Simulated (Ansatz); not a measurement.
The starting structures come from a database of crystals and need not be the phases stable at ambient conditions.

 Where the default PAW files enter, the runs use the earlier of Ansatz's two default sets.

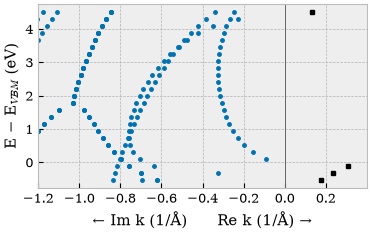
Fig. 1. Complex bands at the centre of the two-dimensional zone; r2SCAN in Ansatz (a first-principles code)

The gap is the functional's own. No spin-orbit coupling. Mid-gap values are interpolated on the energy grid.

Task: This is CaHBr (P4/nmm, not sure to be the ambient phase, 6 atoms a cell, 19.0 Å³ an atom) along the normal of (001). Read off the slowest decay at the centre of the two-dimensional zone at 2.21 eV, the computed energy nearest the middle of the gap.

Result: κ ≈ 0.32 1/Å, a decay length 1/(2κ) of the density of 1.6 Å.
